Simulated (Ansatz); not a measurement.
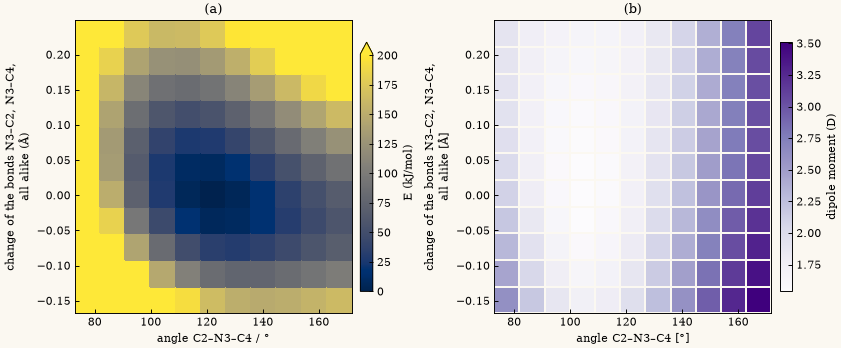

C4H7NO, SMILES CCN=C=CO. The first coordinate is: angle C2–N3–C4; the second: change of the bonds N3–C2, N3–C4, all alike. Nothing is relaxed (all other coordinates rigid). The grid has 11 × 11 points. Points are written as (first, second). Energies are in kJ/mol, from the lowest grid point. Method: RKS PBE-D4/def2-SVP in Ansatz.

Panel (a) is the energy and panel (b) the computed dipole moment on the same grid.

In the figure: one coloured cell a grid point, one colour for all values above the top of the scale.

Q: How does the dipole moment vary over the map, and what is it at the lowest grid point?

A: Leaving out the highest fifth of the energies, it runs from 1.54 D at (104.3°, 0.003 Å) to 3.51 D at (167.3°, −0.149 Å). At the lowest grid point, (122.3°, 0.003 Å), it is 1.73 D.
